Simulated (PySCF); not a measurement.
**C6H7F2NSi: density, localisation and related maps**

```yaml
atoms:
  - { symbol: N, position_ang: [1.7663, -1.1048, -1.6517] }
  - { symbol: C, position_ang: [0.8554, -0.8951, -0.9862] }
  - { symbol: C, position_ang: [-0.2640, -0.5909, -0.2180] }
  - { symbol: C, position_ang: [-1.7321, -0.8039, -0.4748] }
  - { symbol: C, position_ang: [-1.1172, -1.3192, 0.7785] }
  - { symbol: C, position_ang: [-0.4186, -0.0631, 1.1998] }
  - { symbol: Si, position_ang: [-1.3208, 1.5894, 1.5268] }
  - { symbol: C, position_ang: [0.7718, -0.2661, 2.1079] }
  - { symbol: F, position_ang: [1.6712, 0.7387, 1.9520] }
  - { symbol: F, position_ang: [1.4383, -1.4182, 1.8519] }
  - { symbol: H, position_ang: [-2.3910, 0.0558, -0.4280] }
  - { symbol: H, position_ang: [-2.0027, -1.5256, -1.2357] }
  - { symbol: H, position_ang: [-1.0525, -2.3116, 1.1749] }
  - { symbol: H, position_ang: [-1.2185, 2.4098, 0.3244] }
  - { symbol: H, position_ang: [-2.7093, 1.2642, 1.8593] }
  - { symbol: H, position_ang: [-0.6686, 2.2237, 2.6669] }
  - { symbol: H, position_ang: [0.4854, -0.2849, 3.1725] }
```

Geometry: GFN2-xTB.

Theory: PySCF 2.14.0, PBE0/pcSseg-1, SCF density, gas phase, non-relativistic.

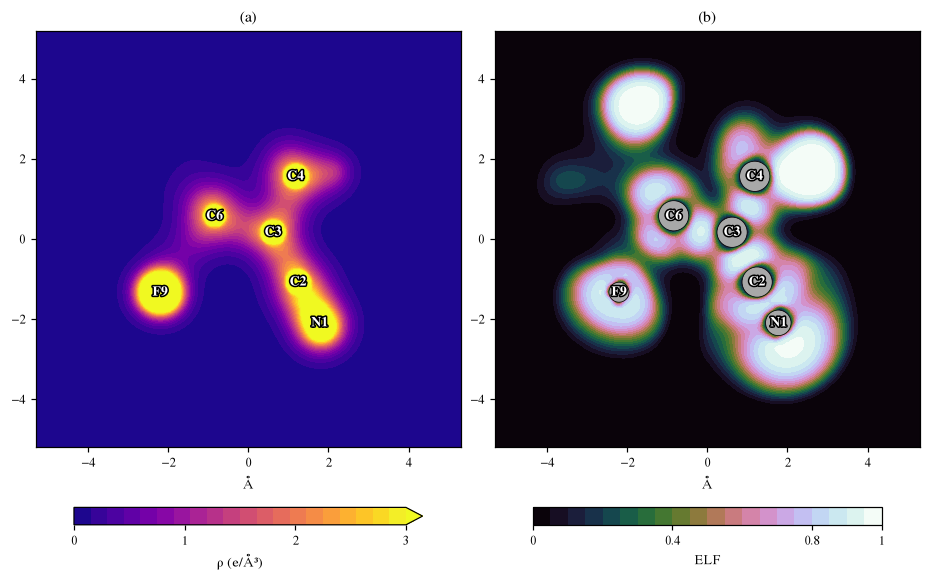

Figure 1. (a) total electron density; (b) ELF on the plane of atoms C2, C3 and C4. Grey discs cover the atomic cores in the ELF map.

**Read the bonding off the picture.**

- Atoms in the plane: N, C and F.
- C–N (1.15 Å): the density is about 3.5 e/Å³ at the midpoint; the ELF peaks at about 0.85 between the atoms: a multiple bond.
- C–C (1.39 Å): ρ is about 2 e/Å³ halfway; the ELF peaks at about 0.95 between the atoms, as expected for a covalent bond.
- C–C (1.51 Å): the density is about 1.6 e/Å³ at the midpoint; the ELF peaks at about 0.85 between the atoms, as expected for a shared electron pair.
- The ELF also peaks beside N1 and F9, away from the bonds: lone-pair regions.

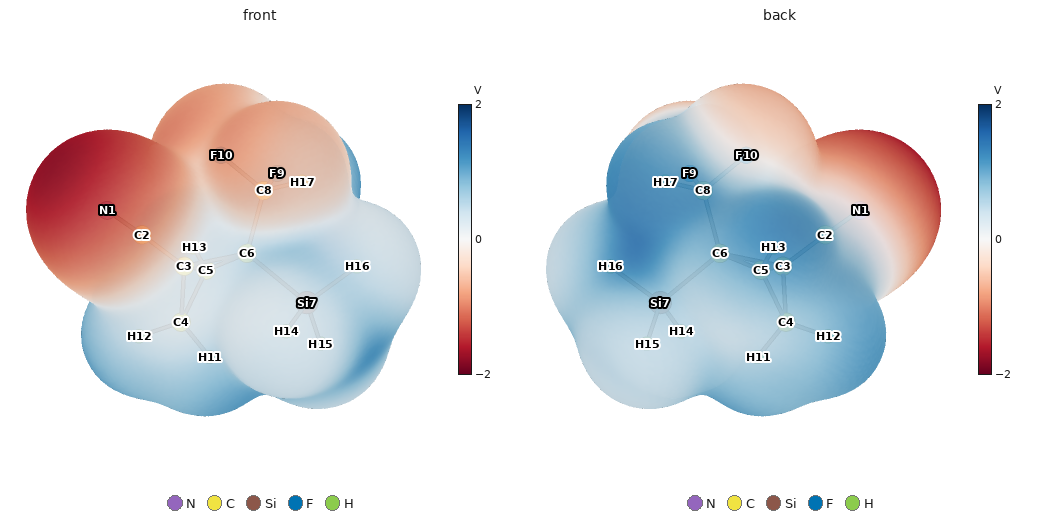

Figure 2. The molecular electrostatic potential painted on the density surface at 0.001 e/bohr³, seen from the front and from behind; the colour scale runs from red (negative) to blue (positive).

**Where is the surface potential most negative and most positive?**

The most negative region (about −1.7 V) lies over N1, the most positive (about +1.4 V) over Si7 and H17. N1 is the likeliest acceptor of a hydrogen bond.

**How polar is the molecule by this calculation?**

Its dipole moment is 5.66 D.
